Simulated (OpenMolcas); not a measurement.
# A correction line for B3LYP/6-31G* (spherical functions): dipole moment

The dipole moment in D of 7 S-containing molecules: x at B3LYP/6-31G* (spherical functions), y as measured (NIST CCCBDB). Shapes, held fixed at every level: PBE0-D4/def2-TZVP. Programs: OpenMolcas 26.06.

| molecule | x (D) | y (D) |
| --- | --- | --- |
| S2O (Disulfur monoxide) | 1.47 | 1.47 |
| SCl2O2 (sulfuryl chloride) | 1.48 | ? |
| HBS (hydrogen boron sulfide) | 1.54 | 1.30 |
| SO2 (sulfur dioxide) | 1.71 | 1.63 |
| CH4S (methanethiol) | 1.72 | 1.52 |
| CH2S (methanethial) | 1.86 | 1.65 |
| C2H4S (thiirane) | 2.06 | 1.85 |

Problem. Fit y = c + s·x to the known rows and predict y for SCl2O2.

Solution. 
1. Means of the 6 rows: x = 1.7267, y = 1.570.
2. Σ(Δx)² = 0.22993, Σ(Δx·Δy) = 0.1794, so the slope is 0.1794/0.22993 = 0.78024.
3. Intercept: 1.570 − (0.78024) × 1.7267 = 0.223. The largest residual of the fit is 0.12.
4. SCl2O2: 0.223 + 0.78024 × 1.48 = 1.38 D.

The measured value is 1.81 D, so the prediction is off by -0.43 D, more than the largest residual. Uncorrected, B3LYP/6-31G* (spherical functions) misses it by -0.33 D, and the other rows by 0.16 on average. The line makes this one worse. Left out in turn, the other rows are missed by 0.10 D on average, so the withheld one doesn't follow the line.

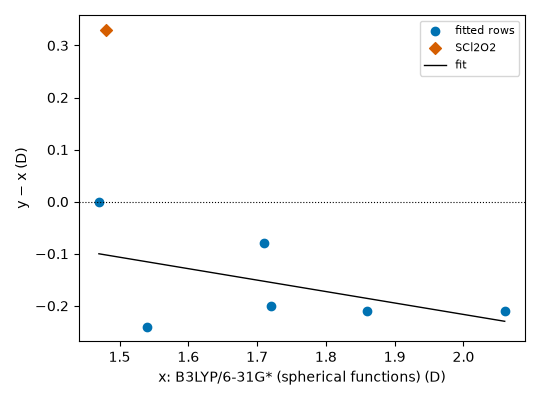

The correction y − x against x, with the fitted line and the withheld molecule.
